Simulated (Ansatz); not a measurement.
H: several calculations on one system

## 1. Relaxation

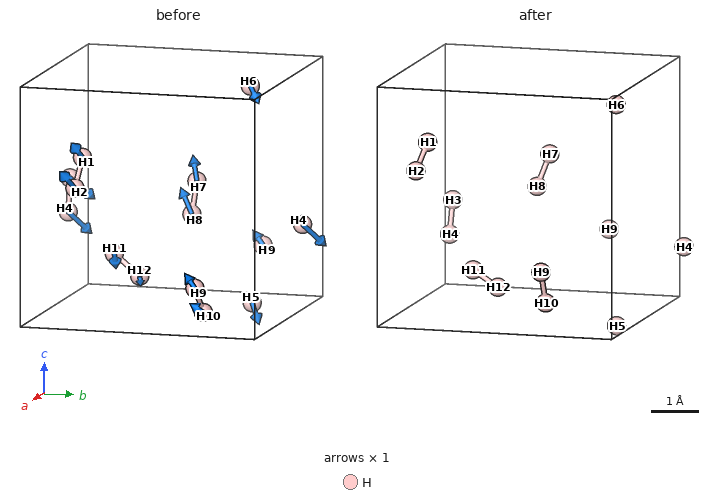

The structure of an amorphous cell of composition H before (left) and after (right) a relaxation, at one scale. The blue arrows give the displacements, at their true length.

The picture is a ball-and-stick view of the cell of the calculation, seen slightly off an axis.

The cell holds 6 H2. The run prepares the start of a later molecular dynamics calculation, from a guessed geometry.

These are results of DFT PBE-D3(BJ), scalar-relativistic, plane waves, PAW (Ansatz 0.2.0), not measurements.

The input:
```yaml
accuracy: low
crystal:
  lattice:
    - [5.241483, 0.0, 0.0]
    - [0.0, 5.241483, 0.0]
    - [0.0, 0.0, 5.241483]
  atoms:
    - { symbol: H, position: [0.6887015, 0.1748477, 0.6603099] }
    - { symbol: H, position: [0.7710785, 0.1667295, 0.5466088] }
    - { symbol: H, position: [0.3029595, 0.009903, 0.4967206] }
    - { symbol: H, position: [0.3114725, 0.0043742, 0.3564466] }
    - { symbol: H, position: [0.2832532, 0.7812138, 1.01293] }
    - { symbol: H, position: [0.3998844, 0.8073922, 0.9388242] }
    - { symbol: H, position: [0.3772497, 0.5728725, 0.5261765] }
    - { symbol: H, position: [0.3799499, 0.5523233, 0.3870713] }
    - { symbol: H, position: [0.9978542, 0.7447603, 0.199702] }
    - { symbol: H, position: [0.9172302, 0.7575848, 0.0851807] }
    - { symbol: H, position: [0.6025926, 0.2858718, 0.2493205] }
    - { symbol: H, position: [0.6105024, 0.3965787, 0.1629421] }
basis:
  ecutwfc: 420.0
kpoints:
  mp_grid: { grid: [1, 1, 1] }
hamiltonian:
  xc: pbe
  dispersion: d3bj
scf:
  occupations: { method: fermi_dirac, width: 0.05 }
  lower_state_search: "off"
relax:
  f_tol: 0.3
  max_steps: 15
  adjacent_minimum: "off"
```

Command:
```bash
ansatz run input.yaml --threads 1 --pin off --max-ram 3072MiB --backend cpu --events-out ev --progress --plain --runs-dir out
```

Q: What changed between the two?

A: H3 moves most: 0.85 Å along [−1 1 −1]. The lattice vectors keep their values. Among the contacts that change: H11–H12 0.737 → 0.752 Å. Over 5 geometry steps the energy falls by 0.627 eV per cell of the calculation. Largest force component: 0.47 eV/Å at the start, 0.13 eV/Å at the end. The forces were under the threshold at step 1, but the run went on from there. The run took 2.5 s on 1 thread of Arm Neoverse V1, with other jobs on the host, peak memory 0.25 GiB.

Limits of the set-up: the program's low-accuracy preset was used; the periodic images lie only 5.2 Å apart, so the values are limited by the cell's size.

## 2. Dynamics

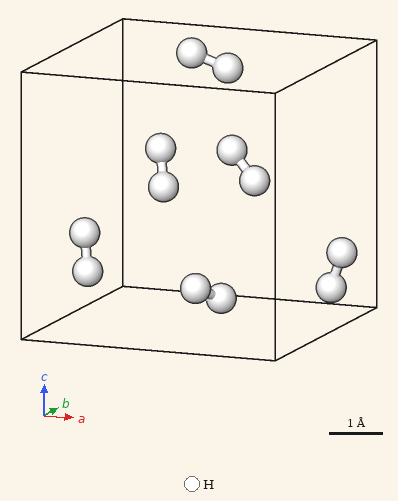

Starting frame of a dynamics run of a periodic cell with 6 H2 at 0.139 g/cm³. A ball-and-stick model of the simulation cell, seen slightly off an axis.

All numbers below come from Ansatz 0.2.0, DFT PBE-D3(BJ), scalar-relativistic, plane waves, PAW.

The input:
```yaml
accuracy: low
crystal:
  lattice:
    - [5.241483, 0.0, 0.0]
    - [0.0, 5.241483, 0.0]
    - [0.0, 0.0, 5.241483]
  atoms:
    - { symbol: H, position: [0.76551503, 0.14683439, 0.73519534] }
    - { symbol: H, position: [0.86323652, 0.12560238, 0.63298721] }
    - { symbol: H, position: [0.20766164, 0.09188773, 0.39307234] }
    - { symbol: H, position: [0.22307458, 0.08286997, 0.25155185] }
    - { symbol: H, position: [0.33473522, 0.82743682, 0.92908335] }
    - { symbol: H, position: [0.46245914, 0.86335733, 0.8755374] }
    - { symbol: H, position: [0.32719823, 0.54055504, 0.62870282] }
    - { symbol: H, position: [0.35669423, 0.49518807, 0.49640221] }
    - { symbol: H, position: [0.97983179, 0.69280854, 0.26069794] }
    - { symbol: H, position: [0.93476476, 0.69999811, 0.12509047] }
    - { symbol: H, position: [0.56755445, 0.28347999, 0.17530324] }
    - { symbol: H, position: [0.62000302, 0.40443343, 0.11860902] }
basis:
  ecutwfc: 420.0
kpoints:
  mp_grid: { grid: [1, 1, 1] }
hamiltonian:
  xc: pbe
  dispersion: d3bj
scf:
  occupations: { method: fermi_dirac, width: 0.05 }
  lower_state_search: "off"
md:
  timestep: 0.5
  n_steps: 300
  ensemble: nvt_langevin
  temperature: 700.0
  initial_velocities: maxwell_boltzmann
  seed: 524831
  friction: 0.02
```

Launched with:
```bash
ansatz run input.yaml --threads 1 --pin off --max-ram 3072MiB --backend cpu --events-out ev --progress --plain --runs-dir out
```

Question: Predict how the run goes.

Answer: The mean temperature in the second half is 789 K (standard deviation 125 K). The potential energy in the second half lies on average 47.5 meV per atom above the first frame. Root-mean-square distances from the starting positions over the second half, with the common drift of all atoms taken out: H 1.55 Å. The molecules turn and drift from their places.

Along the run (each row but the first and the last is the mean over the interval that it begins):

```
time (fs)  potential energy (meV/atom)  T (K)
      0.0                          0.0    642
     25.0                         33.0    671
     50.0                         41.9    649
     75.0                         41.5    858
    100.0                         48.8    765
    125.0                         52.2    746
    150.0                         47.1    597
```

The paths of the atoms:

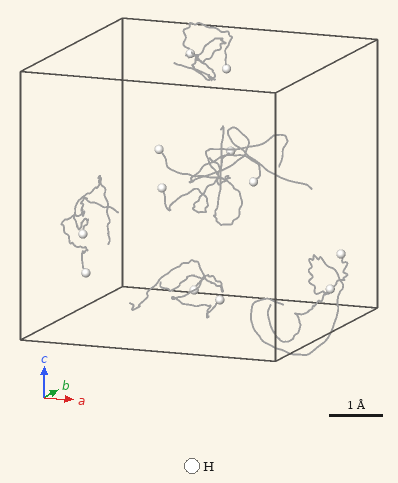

Limits of the set-up: the program's low-accuracy preset was used; the periodic images lie only 5.2 Å apart, so the values are limited by the cell's size.

## 3. Dynamics

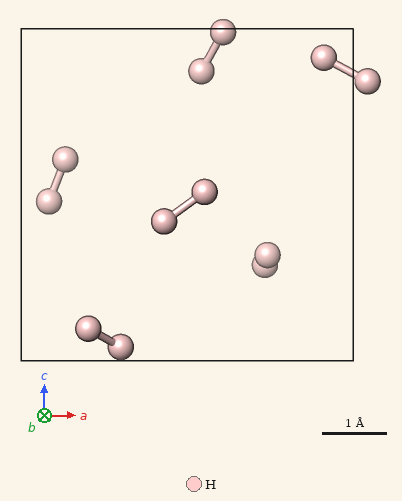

Starting frame of a dynamics run of a periodic cell with 6 H2 at 0.139 g/cm³. It starts from the last geometry of an earlier run, with fresh velocities. A ball-and-stick model of the simulation cell, seen along the b axis.

Method: DFT PBE-D3(BJ), scalar-relativistic, plane waves, PAW in Ansatz.

The input:
```yaml
accuracy: low
crystal:
  lattice:
    - [5.241483, 0.0, 0.0]
    - [0.0, 5.241483, 0.0]
    - [0.0, 0.0, 5.241483]
  atoms:
    - { symbol: H, position: [0.90786301, 0.29218065, 0.90904874] }
    - { symbol: H, position: [1.03956099, 0.28452517, 0.83792562] }
    - { symbol: H, position: [0.08005066, 0.6856457, 0.47632062] }
    - { symbol: H, position: [0.12909389, 0.66461318, 0.60260748] }
    - { symbol: H, position: [0.29607773, 1.13528518, 1.03793417] }
    - { symbol: H, position: [0.19852004, 1.03385356, 1.09299737] }
    - { symbol: H, position: [0.60413218, 0.47858967, 0.98614139] }
    - { symbol: H, position: [0.53907965, 0.52783639, 0.86844889] }
    - { symbol: H, position: [0.73811842, 0.63236973, 0.31473285] }
    - { symbol: H, position: [0.73030304, 0.77655419, 0.28532434] }
    - { symbol: H, position: [0.42675773, 0.03015164, 0.41596594] }
    - { symbol: H, position: [0.54861869, 0.02978047, 0.50479335] }
basis:
  ecutwfc: 420.0
kpoints:
  mp_grid: { grid: [1, 1, 1] }
hamiltonian:
  xc: pbe
  dispersion: d3bj
scf:
  occupations: { method: fermi_dirac, width: 0.05 }
  lower_state_search: "off"
md:
  timestep: 0.5
  n_steps: 400
  ensemble: nvt_langevin
  temperature: 700.0
  initial_velocities: maxwell_boltzmann
  seed: 848462
  friction: 0.02
```

Command:
```bash
ansatz run input.yaml --threads 1 --pin off --max-ram 3072MiB --backend cpu --events-out ev --progress --plain --runs-dir out
```

**Predict how the run goes.**

The mean temperature in the second half is 747 K (standard deviation 121 K). The potential energy in the second half lies on average 14.4 meV per atom below the first frame. Root-mean-square distances from the starting positions over the second half, with the common drift of all atoms taken out: H 1.41 Å. The molecules turn and drift from their places.

Along the run (each row but the first and the last is the mean over the interval that it begins):

```csv
time (fs),potential energy (meV/atom),T (K)
0.0,0.0,642
33.0,-12.2,473
66.0,-5.7,816
99.0,-11.0,847
132.0,-7.5,687
165.0,-24.6,710
198.0,-15.8,782
```

The paths of the atoms:

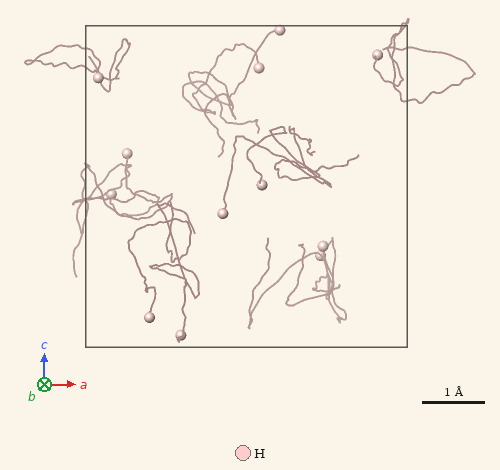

Limits of the set-up: the program's low-accuracy preset was used; the periodic images lie only 5.2 Å apart, so the values are limited by the cell's size.

The run took 2.1 min on 1 thread of Arm Neoverse V1 (shared host), peak memory 0.25 GiB.
